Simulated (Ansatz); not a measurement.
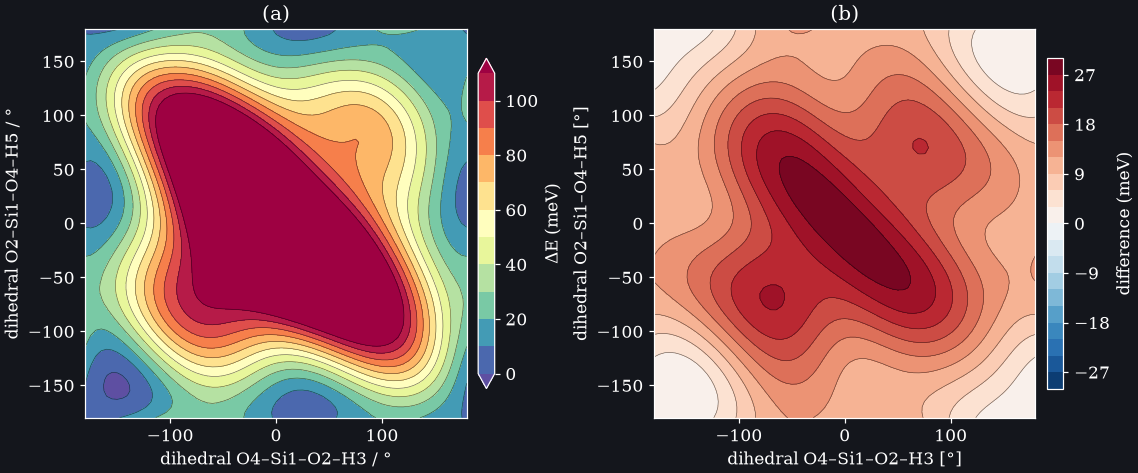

Si(OH)2Cl2. 
- Coordinates scanned: (1) dihedral O4–Si1–O2–H3; (2) dihedral O2–Si1–O4–H5.
- Nothing is relaxed (all other coordinates rigid).
- Grid: 18 × 18 points; 188 points were computed and 136 follow by symmetry.
- Energies: meV, counted from each map's own lowest point.
- The calculation used RKS BHLYP-D4/def2-SVP (Ansatz).

Panel (a): RKS BHLYP-D4/def2-SVP (Ansatz 0.2.0). Panel (b): the map at RKS PBE0-D4/def2-SVP (Ansatz 0.2.0) less the map of (a), each from its own lowest point.

How does the change of method alter the landscape?

The difference runs from 0 meV at dihedral O4–Si1–O2–H3 = −160°, dihedral O2–Si1–O4–H5 = −160° to 30 meV at dihedral O4–Si1–O2–H3 = 0°, dihedral O2–Si1–O4–H5 = 0°. The interpolated minimum moves from −150.8 to −151.7° in dihedral O4–Si1–O2–H3 and −150.8 to −151.7° in dihedral O2–Si1–O4–H5.
